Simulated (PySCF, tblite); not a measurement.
# C8H9 radical: geometry, infrared bands and EPR parameters

Aim: predict the infrared bands and EPR parameters of C8H9 radical (`[H]/[C]=C1/C=CCC(=C)C1`).

Computed with tblite 0.8.0 and PySCF 2.14.0, with density-fitted response routines of our own, on a single molecule in the gas phase. Atoms are numbered from 0 throughout.

## Step 1: The starting structure

17 atoms, charge 0, multiplicity 2; geometry from: force field or distance geometry start.

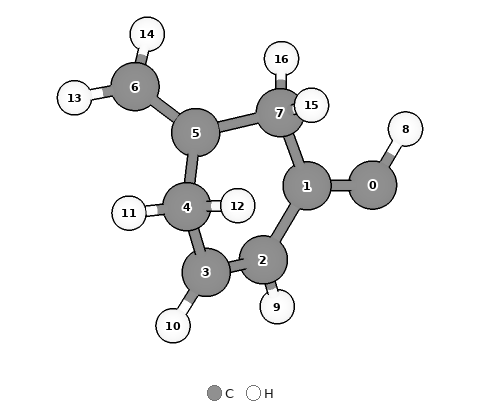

As it starts; carbon grey, hydrogen white, atoms numbered.

## Step 2: Geometry optimisation with GFN2-xTB

Job settings and geometry (Å):

```
{"job": {"kind": "relax", "xc": "GFN2-xTB", "basis": "xTB"}, "charge": 0, "multiplicity": 2}
C      2.293600     1.389000     0.727000
C      1.142200     0.830400     0.328400
C     -0.049400     1.647800     0.435400
C     -1.205500     1.297900    -0.166500
C     -1.248400     0.012100    -0.921200
C     -0.380100    -0.919300    -0.158000
C     -0.845700    -1.970000     0.502300
C      1.103800    -0.579700    -0.167300
H      3.196500     0.770200     0.659200
H     -0.012600     2.568000     0.997000
H     -2.094400     1.871600    -0.104800
H     -2.260800    -0.363400    -1.110200
H     -0.678700     0.218600    -1.868600
H     -1.876700    -2.253400     0.545700
H     -0.139600    -2.583300     1.040400
H      1.373200    -0.640900    -1.228500
H      1.675600    -1.283500     0.479700
```

Started as:

```bash
> OMP_NUM_THREADS=1 python probes_run.py task.json out
```

This one command runs all jobs of the session in turn.

What it wrote:

```text
step      E/eV     max force
  0    -585.89605    3.200
  1    -586.09991    1.840
  2    -586.19362    1.110
  3    -586.25133    0.838
  4    -586.30417    0.464
  5    -586.31607    0.420
  6    -586.32847    0.296
  7    -586.34348    0.232
  8    -586.34989    0.227
  9    -586.35743    0.195
 10    -586.36228    0.174
 11    -586.36765    0.187
 12    -586.37314    0.190
 13    -586.37875    0.164
 14    -586.38268    0.134
 15    -586.38614    0.172
 16    -586.38988    0.140
 17    -586.39345    0.174
 18    -586.39647    0.174
 19    -586.39894    0.124
 20    -586.40100    0.111
 21    -586.40261    0.097
 22    -586.40387    0.080
 23    -586.40513    0.108
 24    -586.40668    0.125
 25    -586.40835    0.094
 26    -586.40975    0.080
 27    -586.41084    0.079
 28    -586.41197    0.082
 29    -586.41357    0.103
 30    -586.41568    0.114
 31    -586.41799    0.122
 32    -586.42035    0.121
 33    -586.42300    0.157
 34    -586.42602    0.172
 35    -586.42910    0.155
 36    -586.43185    0.133
 37    -586.43427    0.116
 38    -586.43675    0.131
 39    -586.43939    0.135
 40    -586.44170    0.107
 41    -586.44362    0.101
 42    -586.44544    0.105
 43    -586.44729    0.153
 44    -586.44964    0.113
 45    -586.45279    0.135
 46    -586.45499    0.133
 47    -586.45713    0.116
 48    -586.45903    0.085
 49    -586.46011    0.058
 50    -586.46055    0.049
 51    -586.46088    0.050
 52    -586.46133    0.048
 53    -586.46205    0.051
 54    -586.46261    0.057
 55    -586.46316    0.061
 56    -586.46373    0.059
 57    -586.46442    0.063
 58    -586.46520    0.071
 59    -586.46594    0.078
 60    -586.46659    0.066
 61    -586.46712    0.057
 62    -586.46760    0.060
 63    -586.46797    0.057
 64    -586.46828    0.048
 65    -586.46854    0.042
 66    -586.46888    0.054
 67    -586.46938    0.080
 68    -586.47016    0.094
 69    -586.47113    0.081
 70    -586.47210    0.080
 71    -586.47286    0.064
 72    -586.47346    0.069
 73    -586.47401    0.060
 74    -586.47449    0.069
 75    -586.47485    0.059
 76    -586.47508    0.035
 77    -586.47520    0.023
 78    -586.47527    0.019
 79    -586.47531    0.016
 80    -586.47534    0.014
 81    -586.47537    0.011
 82    -586.47538    0.009
```

Wall time 0.5 s (1 thread of Arm Neoverse V1, shared host).

The steps of the relaxation: (not every step is listed)

| step | energy from step 0 (eV) | largest force (eV/Å) |
| --- | --- | --- |
| 0 | 0.0000 | 3.2004 |
| 1 | -0.2039 | 1.8402 |
| 2 | -0.2976 | 1.1098 |
| 3 | -0.3553 | 0.8381 |
| 4 | -0.4081 | 0.4642 |
| 5 | -0.4200 | 0.4198 |
| 6 | -0.4324 | 0.2957 |
| 7 | -0.4474 | 0.2316 |
| 8 | -0.4538 | 0.2266 |
| 14 | -0.4866 | 0.1337 |
| 20 | -0.5050 | 0.1106 |
| 26 | -0.5137 | 0.0801 |
| 32 | -0.5243 | 0.1215 |
| 38 | -0.5407 | 0.1310 |
| 44 | -0.5536 | 0.1133 |
| 50 | -0.5645 | 0.0493 |
| 56 | -0.5677 | 0.0593 |
| 62 | -0.5716 | 0.0605 |
| 68 | -0.5741 | 0.0942 |
| 74 | -0.5784 | 0.0689 |
| 77 | -0.5792 | 0.0229 |
| 78 | -0.5792 | 0.0185 |
| 79 | -0.5793 | 0.0158 |
| 80 | -0.5793 | 0.0137 |
| 81 | -0.5793 | 0.0112 |
| 82 | -0.5793 | 0.0090 |

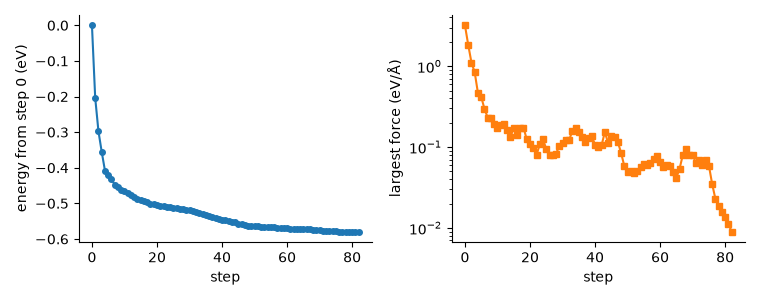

Energy and largest force along the relaxation.

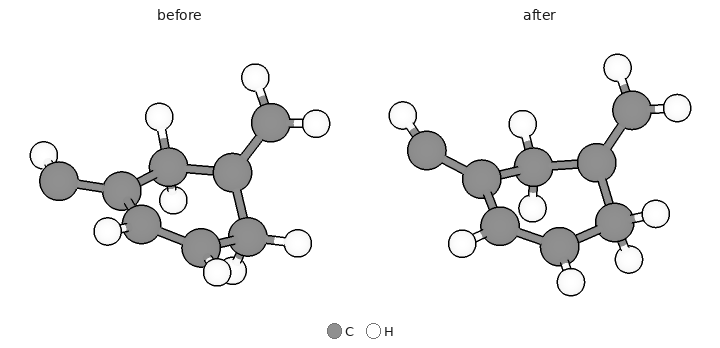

Before and after, at one scale.

Close pairs (by a distance rule), those that changed most:

| bond | before (Å) | after (Å) | change (Å) |
| --- | --- | --- | --- |
| C1–C7 | 1.495 | 1.544 | +0.049 |
| C0–C1 | 1.340 | 1.298 | -0.042 |
| C5–C7 | 1.522 | 1.489 | -0.033 |
| C0–H8 | 1.097 | 1.064 | -0.032 |
| C4–H12 | 1.125 | 1.098 | -0.027 |
| C7–H16 | 1.114 | 1.089 | -0.025 |
| C3–H10 | 1.060 | 1.081 | +0.021 |
| C2–C3 | 1.350 | 1.329 | -0.020 |

The end geometry stands in the next job.

## Step 3: Vibrational analysis with GFN2-xTB

Job settings and geometry (Å):

```
{"job": {"kind": "ir", "xc": "GFN2-xTB", "basis": "xTB"}, "charge": 0, "multiplicity": 2}
C      2.214047     1.131657     1.151924
C      1.177140     0.848733     0.424229
C      0.061283     1.761269     0.204375
C     -1.089094     1.380855    -0.342668
C     -1.381687    -0.030705    -0.755018
C     -0.369144    -0.973385    -0.174701
C     -0.693195    -2.091087     0.458480
C      1.033927    -0.496291    -0.320703
H      3.115629     0.664134     1.470697
H      0.209933     2.782301     0.523118
H     -1.885847     2.094682    -0.498105
H     -2.391228    -0.306529    -0.441351
H     -1.356012    -0.091824    -1.850871
H     -1.717320    -2.406189     0.566666
H      0.053776    -2.742045     0.880170
H      1.259909    -0.293682    -1.371501
H      1.750884    -1.219865     0.065348
```

What it wrote:

```text
mode    cm-1     km/mol
  1      80.7      0.33
  2     106.8      0.24
  3     274.1      0.96
  4     324.1      3.59
  5     382.6      1.05
  6     402.2      0.76
  7     424.9      1.62
  8     500.7      0.66
  9     536.7      1.86
 10     644.2     36.85
 11     687.5      7.94
 12     712.3     49.11
 13     737.4      6.73
 14     770.1      4.03
 15     848.5      2.65
 16     879.8     22.81
 17     896.7      8.14
 18     910.4      0.58
 19     920.8      1.72
 20     962.5      0.67
 21     978.0      3.96
 22    1013.0      3.40
 23    1101.9     11.80
 24    1112.3      2.90
 25    1150.5      0.30
 26    1207.6      1.66
 27    1246.1      0.23
 28    1277.4      1.82
 29    1304.6      3.86
 30    1337.2      9.82
 31    1417.7      1.19
 32    1448.5      3.24
 33    1460.3      2.87
 34    1675.2     14.52
 35    1687.7      1.50
 36    1719.0     12.99
 37    2897.0     35.59
 38    2942.5     31.91
 39    2974.2     36.69
 40    3006.7     32.97
 41    3063.6     30.11
 42    3084.9     60.44
 43    3102.1     20.58
 44    3125.8     42.31
 45    3198.8     21.81
```

Wall time 0.52 s (1 thread of Arm Neoverse V1, shared host).

Which atoms move in the most intense modes:

| cm⁻¹ | km/mol | atoms |
| --- | --- | --- |
| 644 | 36.9 | H8 66 %, C0 13 % |
| 712 | 49.1 | H8 56 %, C0 23 % |
| 2897 | 35.6 | H12 91 % |
| 2942 | 31.9 | H15 93 % |
| 2974 | 36.7 | H11 91 % |
| 3007 | 33.0 | H16 93 % |
| 3085 | 60.4 | H9 79 %, H10 13 % |
| 3126 | 42.3 | H14 48 %, H13 42 % |

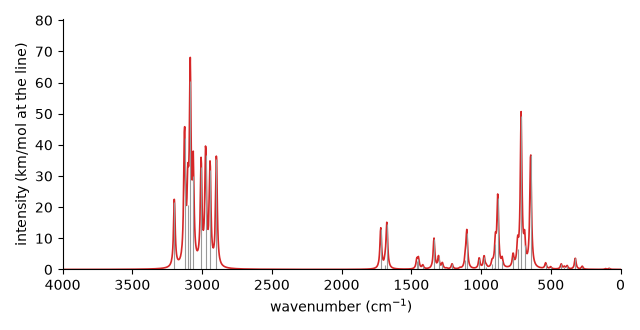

The infrared spectrum from these modes, unscaled. Lines are broadened to a width of 14 cm⁻¹ (Lorentzian).

## Step 4: g tensor and hyperfine couplings: B3LYP/pcH-1

Settings changed since step 3:

```diff
@@ -1,2 +1,2 @@
-{"job": {"kind": "ir", "xc": "GFN2-xTB", "basis": "xTB"}, "charge": 0, "multiplicity": 2}
+{"job": {"kind": "epr", "basis": "pcH-1"}, "charge": 0, "multiplicity": 2}
 C      2.214047     1.131657     1.151924
```

Level: UKS B3LYP, pcH-1 on C H, non-relativistic, mean-field spin-orbit, GIAO.

What it wrote:

```text
UKS, coarse grid
  cycle   1  E = -310.09717081  |g| = 3.23e-01
  cycle   2  E = -310.09733819  |g| = 3.32e-01
  cycle   3  E = -310.15536412  |g| = 6.71e-02
  cycle   4  E = -310.15675890  |g| = 4.40e-02
  cycle   5  E = -310.15776363  |g| = 1.09e-02
  cycle   6  E = -310.15783470  |g| = 6.36e-03
  cycle   7  E = -310.15786818  |g| = 2.55e-03
  cycle   8  E = -310.15788354  |g| = 1.49e-03
  cycle   9  E = -310.15788859  |g| = 8.98e-04
UKS, final grid
  cycle   1  E = -310.15790868  |g| = 1.31e-03
  cycle   2  E = -310.15790688  |g| = 2.43e-03
  cycle   3  E = -310.15791022  |g| = 2.83e-04
  cycle   4  E = -310.15791040  |g| = 2.39e-04
  cycle   5  E = -310.15791061  |g| = 1.64e-04
  cycle   6  E = -310.15791063  |g| = 2.60e-05
  cycle   7  E = -310.15791063  |g| = 1.30e-05
E = -310.15791063 Eh   <S^2> = 0.7623 (exact 0.7500)
g shifts (ppm)      1          2          3
  rmc          -151       -151       -151
  gc             25         10        -24
  oz_so        -417         35        433
  total        -543       -106        258
hyperfine (MHz)  atom isotope    a_iso     a_fc   dipolar eigenvalues
    0   13C     303.01     303.01    -82.57    -57.27    139.84
    1   13C     -13.76     -13.76    -19.35      2.20     17.15
    2   13C      59.06      59.06     -5.27      0.45      4.82
    3   13C      -2.14      -2.14     -7.97      2.93      5.04
    4   13C       2.15       2.15     -0.38     -0.21      0.59
    5   13C       0.90       0.90     -2.95      0.29      2.66
    6   13C       3.60       3.60     -2.65     -2.03      4.68
    7   13C      74.85      74.85     -8.45     -7.63     16.08
    8    1H      36.92      36.92    -32.32     -7.70     40.02
    9    1H      -5.06      -5.06     -5.24     -2.60      7.84
   10    1H       4.64       4.64     -1.23     -0.98      2.22
   11    1H      -2.81      -2.81     -0.51     -0.46      0.97
   12    1H      -7.09      -7.09     -0.79     -0.60      1.39
   13    1H      -1.44      -1.44     -1.62     -0.37      1.98
   14    1H      -1.89      -1.89     -1.09      0.29      0.80
   15    1H     -10.44     -10.44     -4.64     -1.40      6.04
   16    1H      -4.10      -4.10     -6.17     -1.68      7.85
```

Wall time 84 s (1 thread of Arm Neoverse V1, shared host); peak memory 0.97 GiB.

Principal g values 2.00178, 2.00221, 2.00258; g(iso) = 2.00219, against 2.00232 for a free electron.

Mean a(iso) over the nuclei that a row names, and the largest dipolar term of the row (other rows stand at the frozen geometry):

| nuclei | isotope | a(iso) (MHz) | a(iso) (G, at g = 2.0023) | largest dipolar term (MHz) |
| --- | --- | --- | --- | --- |
| C0 | 13C | 303.0 | 108.1 | 139.8 |
| C7 | 13C | 74.8 | 26.7 | 16.1 |
| C2 | 13C | 59.1 | 21.1 | -5.3 |
| H8 | 1H | 36.9 | 13.2 | 40.0 |
| C1 | 13C | -13.8 | -4.9 | -19.4 |
| H15, H16 | 1H | -7.3 | -2.6 | 7.9 |
| H9 | 1H | -5.1 | -1.8 | 7.8 |
| H11, H12 | 1H | -4.9 | -1.8 | 1.4 |
| H10 | 1H | 4.6 | 1.7 | 2.2 |
| C6 | 13C | 3.6 | 1.3 | 4.7 |
| C4 | 13C | 2.1 | 0.8 | 0.6 |
| C3 | 13C | -2.1 | -0.8 | -8.0 |
| H14 | 1H | -1.9 | -0.7 | -1.1 |
| H13 | 1H | -1.4 | -0.5 | 2.0 |

Mulliken spin populations:

C0 1.06; C1 -0.18; C2 0.06; C3 -0.05; C4 0.00; C5 -0.02; C6 0.03; C7 0.08; H8 0.01; H9 0.00; H10 0.00; H11 0.00; H12 0.00; H13 0.00; H14 0.00; H15 0.00; H16 0.00

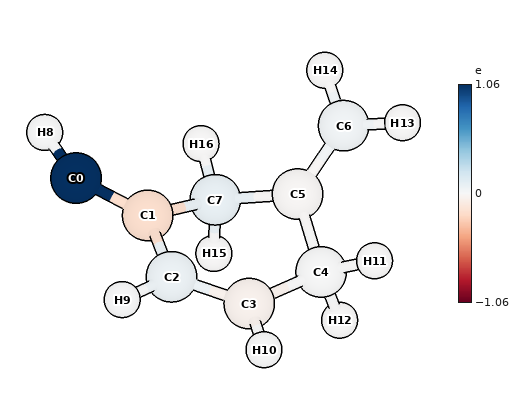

Mulliken spin populations, as colours on the atoms.

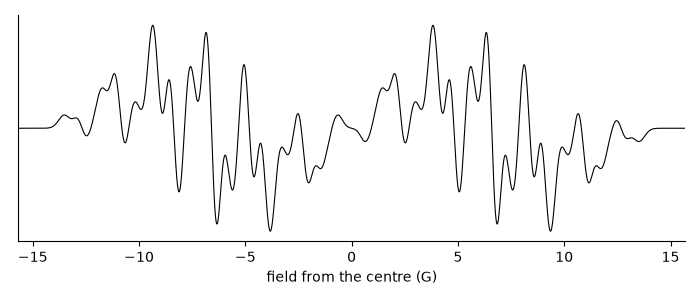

First-order isotropic spectrum (first derivative, main isotopes with spin only, couplings over 0.8 MHz, Gaussian width 0.3 G; couplings of the frozen geometry, rotation of groups not averaged beyond the rows shown).

The fields below are evaluated on a grid from the run's orbitals.

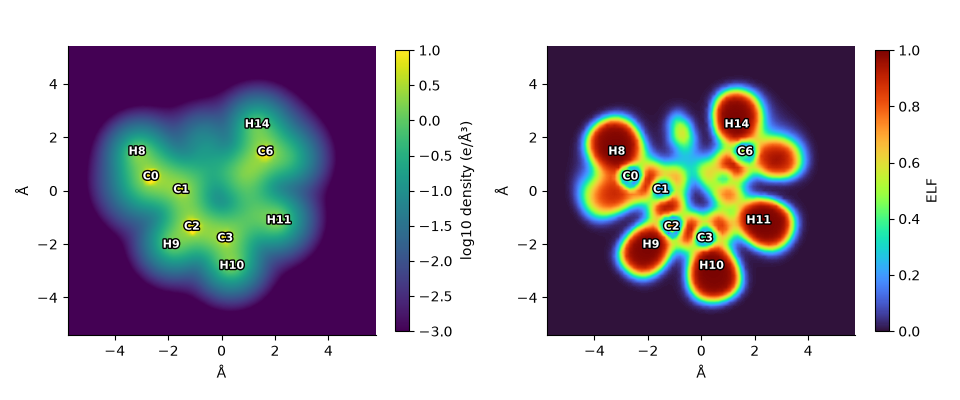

Density (left) and ELF (right) in a plane through or near 10 of the atoms.

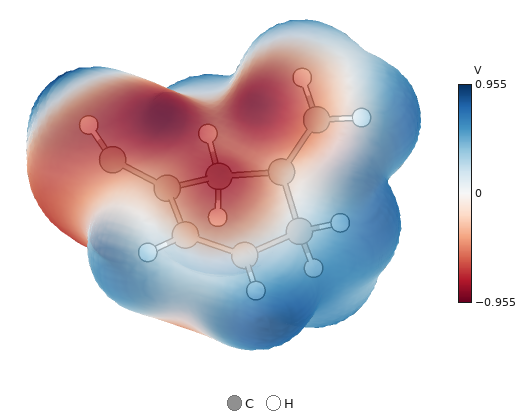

Electrostatic potential on the surface of density 0.002 e/bohr³; red is low, blue high. It runs from -0.81 V near C0 to 0.96 V near H8.

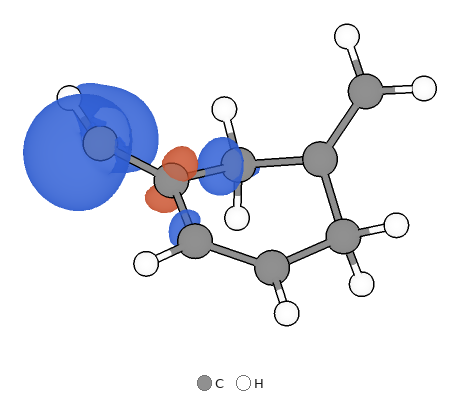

Spin density at ±0.05 e/Å³ (alpha excess blue, beta excess red).

## Step 5: Summary of results

| quantity | value |
| --- | --- |
| strongest single infrared mode (GFN2-xTB) | 3085 cm⁻¹, 60 km/mol |
| zero-point energy (GFN2-xTB) | 86.5 kcal/mol |
| g(iso) (B3LYP) | 2.00219 |
| ⟨S²⟩ | 0.762 (exact 0.75) |
| largest a(iso) (averaged by class) | 13C on C0, 303.0 MHz |
| surface potential, least and greatest | -0.81 V and 0.96 V |

Over 82 steps the energy fell by 0.579 eV; of the close pairs, C1–C7 changed most, 1.495 to 1.544 Å. No mode is imaginary among the 45: a minimum at this level. The strongest single mode, at 3085 cm⁻¹, moves mainly H9. GFN2-xTB is a fitted tight-binding method: band positions and strengths are rough. Its intensities can rank the bands wrongly. Most of the unpaired spin sits on C0 (1.06 e). The isotropic g lies 0.1 ppt below the free-electron value.
